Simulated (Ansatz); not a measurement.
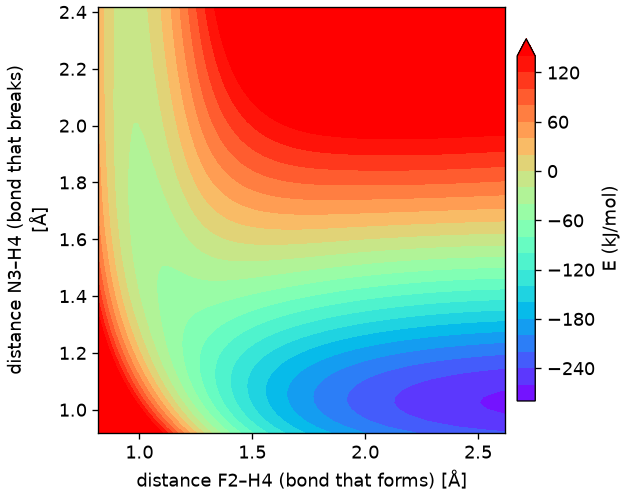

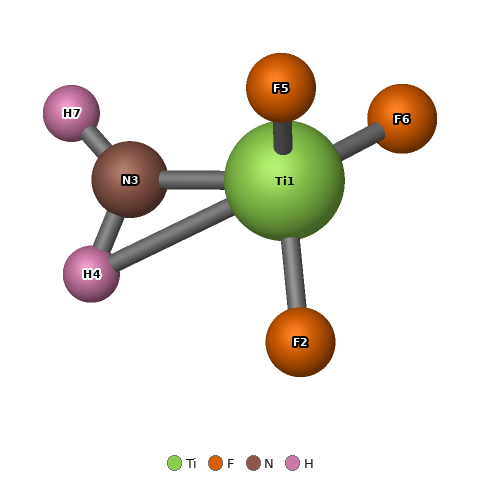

Energy landscape of the reacting system F₃H₂NTi. 
- First axis: distance F2–H4 (bond that forms). Second axis: distance N3–H4 (bond that breaks).
- Relaxed at each point: all other coordinates.
- The scan uses a 7 × 7 grid.
- Points are written as (first, second).
- Energies are in kJ/mol, from a guessed transition structure relaxed with its forming and breaking bonds held.
- The reference is spin-restricted, so regions where a bond is pulled apart into radicals lie too high.
- Computed with RKS PBE0-D4/def2-SVP in Ansatz.

Drawn: filled contours, one colour for all values above the top of the scale. Between grid points the surface is interpolated. The second picture is the structure at the lowest point.

### Where are the wells?

The lowest grid point is at (2.619 Å, 1.078 Å), −259 kJ/mol from a guessed transition structure relaxed with its forming and breaking bonds held. It lies at the edge of the scanned range, so the true minimum may lie outside. The highest grid point, (0.819 Å, 0.918 Å), lies 874 kJ/mol above the lowest.

Grid values (kJ/mol):

```
second ↓, first →  0.819  1.011  1.275  1.576  1.903  2.252  2.619
            2.418     35     −6    112    225    268    271    270
            2.112     37    −15     78    160    188    190    187
            1.822     47    −26     31     81     92     91     87
            1.549     77    −31    −22    −12    −21    −30    −35
            1.298    156    −10    −69   −106   −137   −158   −168
            1.078    334     74    −76   −164   −216   −244   −259
            0.918    616    245      5   −123   −188   −222   −238
```

Each point was launched as `ansatz run input.yaml --threads 1 --pin off --max-ram 2560MiB --backend cpu --events-out ev --progress --plain --runs-dir out`. Time for the 49 points that were run: 23 min on 1 thread of Arm Neoverse V2, on a shared host.
